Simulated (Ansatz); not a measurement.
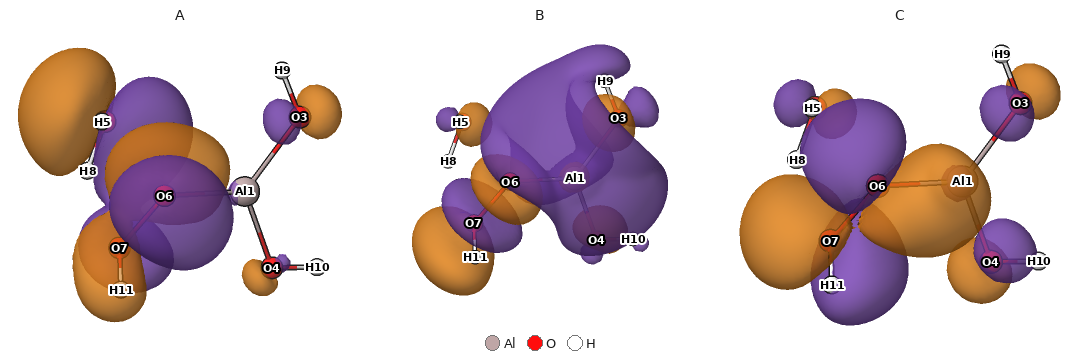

The picture shows: AlH3O4···H2O. Three frontier orbitals at ±0.06 Å⁻³ᐟ² (orange and purple are the two phases), in no order.

Not at a stationary point (largest force 1.3 eV/Å).

All numbers below come from RKS PBE-D4/def2-SVP in Ansatz 0.2.0.

```yaml
atoms:
  - { symbol: Al, position_ang: [-0.7763, -0.6188, 0.0439] }
  - { symbol: O, position_ang: [2.2698, 0.1976, 0.1347] }
  - { symbol: O, position_ang: [-0.7571, -2.0371, 0.9962] }
  - { symbol: O, position_ang: [-1.3857, -0.6259, -1.5524] }
  - { symbol: H, position_ang: [1.7645, 0.6240, 0.8539] }
  - { symbol: O, position_ang: [-0.4772, 0.9862, 0.8849] }
  - { symbol: O, position_ang: [-0.0396, 1.7990, -0.2763] }
  - { symbol: H, position_ang: [2.0948, 0.8288, -0.5912] }
  - { symbol: H, position_ang: [-0.2560, -2.0938, 1.8244] }
  - { symbol: H, position_ang: [-1.6345, -1.4685, -1.9630] }
  - { symbol: H, position_ang: [-0.8025, 2.4088, -0.3550] }
```

Q: Which picture is the HOMO−1, the HOMO and the LUMO?

A: A is the HOMO−1 (−6.59 eV). It lies mainly on O2 (about 40 %), O6 (about 40 %) and O7 (about 10 %). C is the HOMO (−5.92 eV). By Hirshfeld shares it lies mainly on O7 (about 50 %) and O6 (about 40 %); π-antibonding (π*) across O7–O6. B is the LUMO (−1.50 eV). It lies mainly on O6 (about 30 %), O7 (about 25 %), Al1 (about 25 %) and O3 (about 5 %).

Q: What is the HOMO–LUMO gap?

A: 4.42 eV between the orbital energies.
